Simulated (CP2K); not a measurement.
**C3H4BF (SMILES C#CB(C)F) at IPEA1-xTB**

Aim: the energy difference between two shapes of C3H4BF at IPEA1-xTB, from 2 runs. 

The calculation is run with CP2K 2026.2.

2 further runs of the same task are left out: 1 that didn't finish, 1 set aside as unsound or not needed.

## Step 1: The molecule

The species is C3H4BF (9 atoms), meant as a singlet with charge 0. SMILES: `C#CB(C)F`. Geometry: relaxed at PBE0-D4/def2-TZVP.

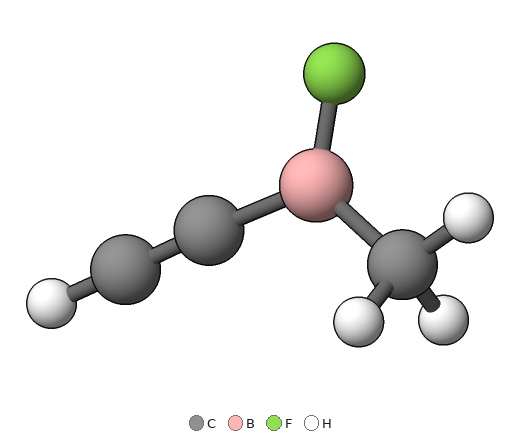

The structure, seen from a chosen angle (carbon grey, boron pink, fluorine green, hydrogen white).

## Step 2: Energy and gradient at IPEA1-xTB

molecule.inp

```
&global
    project molecule
    run_type ENERGY_FORCE
    print_level MEDIUM
&end global

&force_eval
    method QS
    &dft
        charge 0
        multiplicity 1
        &qs
            method XTB
            eps_default 1.0E-10
            &xtb
                gfn_type TBLITE
                &tblite
                    method IPEA1
                &end tblite
                check_atomic_charges F
            &end xtb
        &end qs
        &poisson
            periodic NONE
            poisson_solver ANALYTIC
        &end poisson
        &scf
            scf_guess ATOMIC
            eps_scf 1.0E-06
            max_scf 150
            added_mos 2
            &diagonalization
                algorithm STANDARD
            &end diagonalization
            &mixing
                method DIRECT_P_MIXING
                alpha 0.4
            &end mixing
            &smear ON
                method FERMI_DIRAC
                electronic_temperature [K] 300
            &end smear
        &end scf
        &print
            &moments
                periodic F
                reference COM
                max_moment 1
            &end moments
            &mo ON
                energies T
                occupation_numbers T
                ndigits 6
                &each
                    qs_scf 0
                &end each
                add_last NUMERIC
            &end mo
            &hirshfeld OFF
            &end hirshfeld
        &end print
    &end dft
    &subsys
        &cell
            abc [angstrom] 17.9 21.8 19.2
            periodic NONE
        &end cell
        &coord
            SCALED T
            C    0.51988268   0.58596101   0.52257031
            C    0.52460894   0.53346101   0.50331510
            B    0.52949162   0.46598853   0.48172656
            C    0.50598324   0.41259404   0.53083594
            F    0.55436872   0.45406651   0.41791406
            H    0.51591061   0.63253440   0.53906510
            H    0.51909497   0.36746560   0.50955469
            H    0.44563128   0.41503440   0.54017448
            H    0.53200559   0.41746560   0.58208594
        &end coord
    &end subsys
    &print
        &forces ON
        &end forces
    &end print
&end force_eval
```

On the command line:

```
$ OMP_NUM_THREADS=1 cp2k.psmp -i molecule.inp > molecule.out 2>&1
```

The program printed:

```text
CP2K| version string:                                       CP2K version 2026.2
[...]
 GLOBAL| Method name                                                        CP2K
[...]
 GLOBAL| Run type                                                   ENERGY_FORCE
[...]
                             - Atoms:                                          9
[...]
                             - Spherical basis functions:                     33
[...]
 Number of electrons:                                                         26
[...]
  *** SCF run converged in    12 steps ***
[...]
  Fermi energy:                                                -0.30132004582823
[...]
 TB_DIPOLE| Moment [Debye]         -0.57703382       0.51598523       1.45900824
 TB_DIPOLE| Derivative [a.u.]       0.00000000       0.00000000       0.00000000
[...]
 ENERGY| Total FORCE_EVAL ( QS ) energy [hartree]            -16.415613423465981
 FORCES| Atomic forces [hartree/bohr]
 FORCES|   Atom     x               y               z               |f|
 FORCES|      1 -1.02614313E-03  1.51728884E-02  4.63018909E-03   1.58967973E-02
 FORCES|      2  7.89785841E-04 -4.74449777E-03 -2.59481691E-03   5.46507965E-03
 FORCES|      3  4.25684833E-03  1.87169183E-02 -8.69653882E-03   2.10730533E-02
 FORCES|      4 -1.89792160E-03 -6.84217706E-03  3.54147932E-03   7.93470662E-03
 FORCES|      5  4.23912173E-04 -1.91473915E-03 -1.64788002E-03   2.56153003E-03
 FORCES|      6  6.96350411E-04 -8.97172697E-03 -2.97943758E-03   9.47912638E-03
 FORCES|      7 -8.48262721E-04 -4.49481565E-03  2.43116042E-03   5.18010215E-03
 FORCES|      8 -2.40160508E-03 -3.26616113E-03  1.85745884E-03   4.45933502E-03
 FORCES|      9  7.03577493E-06 -3.65568895E-03  3.45838566E-03   5.03234961E-03
 FORCES| Sum    -8.62830112E-17  1.73472348E-18  8.23993651E-18
 FORCES| Total atomic force                                       8.66929284E-17
[...]
```

It took 0.88 s on 1 thread of Intel Xeon 6975P-C (Granite Rapids), shared host; peak memory 0.19 GiB.

## Step 3: The distorted shape at the same level

qs.inp

```
&FORCE_EVAL
    METHOD QUICKSTEP
    &DFT
        &QS
            METHOD XTB
            EPS_DEFAULT 1.0E-10
            &XTB
                GFN_TYPE TBLITE
                &TBLITE
                    METHOD IPEA1
                &END TBLITE
                CHECK_ATOMIC_CHARGES F
            &END XTB
        &END QS
        # isolated system
        &POISSON
            PERIODIC NONE
            POISSON_SOLVER ANALYTIC
        &END POISSON
        # SCF settings
        &SCF
            SCF_GUESS ATOMIC
            EPS_SCF 1.0E-06
            MAX_SCF 150
            ADDED_MOS 2
            &DIAGONALIZATION
                ALGORITHM STANDARD
            &END DIAGONALIZATION
            &MIXING
                METHOD DIRECT_P_MIXING
                ALPHA 0.4
            &END MIXING
            &SMEAR ON
                METHOD FERMI_DIRAC
                ELECTRONIC_TEMPERATURE [K] 300
            &END SMEAR
        &END SCF
        &PRINT
            &MOMENTS
                PERIODIC F
                REFERENCE COM
                MAX_MOMENT 1
            &END MOMENTS
            &MO ON
                ENERGIES T
                OCCUPATION_NUMBERS T
                NDIGITS 6
                &EACH
                    QS_SCF 0
                &END EACH
                ADD_LAST NUMERIC
            &END MO
            &HIRSHFELD OFF
            &END HIRSHFELD
        &END PRINT
    &END DFT
    # structure
    &SUBSYS
        # vacuum box
        &CELL
            ABC 17.9 21.8 19.1
            PERIODIC NONE
        &END CELL
        &COORD
            SCALED T
            C    0.52702969   0.58594245   0.51644749
            C    0.52787589   0.53019502   0.50284916
            B    0.53389193   0.46483837   0.47540377
            C    0.50631723   0.41295966   0.52683094
            F    0.55320729   0.45099966   0.41817764
            H    0.52464589   0.63300589   0.53960812
            H    0.52245176   0.36699411   0.50525471
            H    0.44679271   0.41345929   0.53793832
            H    0.53447154   0.41643635   0.58182236
        &END COORD
    &END SUBSYS
    &PRINT
        &FORCES ON
        &END FORCES
    &END PRINT
&END FORCE_EVAL

&GLOBAL
    PROJECT qs
    RUN_TYPE ENERGY_FORCE
    PRINT_LEVEL MEDIUM
&END GLOBAL
```

On the command line:

```
$ OMP_NUM_THREADS=1 cp2k.psmp qs.inp > qs.out
```

The program printed:

```text
CP2K| version string:                                       CP2K version 2026.2
[...]
 GLOBAL| Method name                                                        CP2K
[...]
 GLOBAL| Run type                                                   ENERGY_FORCE
[...]
                             - Atoms:                                          9
[...]
                             - Spherical basis functions:                     33
[...]
 Number of electrons:                                                         26
[...]
  *** SCF run converged in    13 steps ***
[...]
  Fermi energy:                                                -0.28980445493187
[...]
 TB_DIPOLE| Moment [Debye]         -0.22628069       0.59026106       0.64727878
 TB_DIPOLE| Derivative [a.u.]       0.00000000       0.00000000       0.00000000
[...]
 ENERGY| Total FORCE_EVAL ( QS ) energy [hartree]            -16.375957214411716
 FORCES| Atomic forces [hartree/bohr]
 FORCES|   Atom     x               y               z               |f|
 FORCES|      1 -1.41086662E-03 -3.00662628E-02  1.37356385E-02   3.30853210E-02
 FORCES|      2  7.87461998E-03  9.62868085E-02  1.44827879E-03   9.66191318E-02
 FORCES|      3 -7.74229923E-02  4.87408940E-02  2.06465317E-01   2.25827195E-01
 FORCES|      4  3.62411108E-02 -2.92675710E-02  4.10052062E-02   6.20599369E-02
 FORCES|      5  7.08074559E-02 -4.61070254E-02 -2.09400966E-01   2.25805931E-01
 FORCES|      6  8.79036136E-04 -4.65920569E-02 -2.32066373E-02   5.20590097E-02
 FORCES|      7 -1.05230920E-02  1.17354891E-02  1.13386899E-02   1.94170816E-02
 FORCES|      8 -5.96125966E-03 -1.28550512E-03 -5.99636921E-04   6.12769978E-03
 FORCES|      9 -2.04840124E-02 -3.44477036E-03 -4.07858902E-02   4.57706243E-02
 FORCES| Sum    -5.89805982E-17 -4.12864187E-16  9.02056208E-17
 FORCES| Total atomic force                                       4.26699663E-16
[...]
```

Run time: 0.88 s. Hardware: 1 thread of Intel Xeon 6975P-C (Granite Rapids), shared host; peak memory 0.19 GiB.

## Step 4: Outcome

Level: IPEA1-xTB.

| quantity | value |
| --- | --- |
| first shape: total energy | -16.41561 Eh |
| first shape: dipole moment (from atomic charges alone) | 1.65 D |
| first shape: HOMO energy | -12.74 eV |
| first shape: LUMO energy | -7.30 eV |
| first shape: HOMO–LUMO gap | 5.43 eV |
| first shape: largest force on an atom | 1.084 eV/Å |
| distorted shape: total energy | -16.37596 Eh |
| distorted shape: dipole moment (from atomic charges alone) | 0.90 D |
| distorted shape: HOMO energy | -12.41 eV |
| distorted shape: LUMO energy | -6.99 eV |
| distorted shape: HOMO–LUMO gap | 5.42 eV |
| distorted shape: largest force on an atom | 11.613 eV/Å |
| energy change with the atoms displaced | 1.079 eV |

In words: With the atoms displaced the energy rises by 1.08 eV (104 kJ/mol). The first shape isn't relaxed at this level, so the change isn't measured from a minimum. The largest force (first shape) is 1.08 eV/Å: the shape isn't a stationary point for this species at this level. The dipole (first shape) comes from point charges on the atoms alone, without atomic dipoles, so it is partial. The dipole (distorted shape) comes from point charges on the atoms alone, without atomic dipoles, so it is partial.
